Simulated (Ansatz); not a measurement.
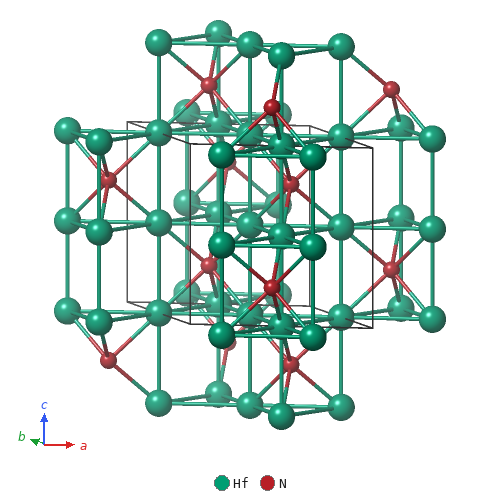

System Hf₃N (space group P6_3/mmc, No. 194); source of the atomic positions: the end point of a relaxation with DFT PBE, scalar-relativistic, plane waves, PAW in Ansatz; the starting structure was generated, so it need not be a known form of this composition.

Bonds are taken as Hf–Hf below 3.4 Å and Hf–N below 2.5 Å. Atoms with one bond or none are removed and atoms with two bonds are replaced by edges, until no such atom is left.

> What kind of net remains, and which atoms are its nodes?

A binodal (6,8)-connected, three-periodic net: N is a 6-connected node; Hf is an 8-connected node, in the ratio 1:3.

> Is the net interpenetrated?

It is a single net, without interpenetration.

> How many nodes does the smallest cycle have?

Three.

> Give the first eight terms of the coordination sequence (nodes one, two, three … edges away).

N: 6, 24, 50, 108, 128, 252, 242, 456; Hf: 8, 24, 54, 96, 150, 216, 294, 384.
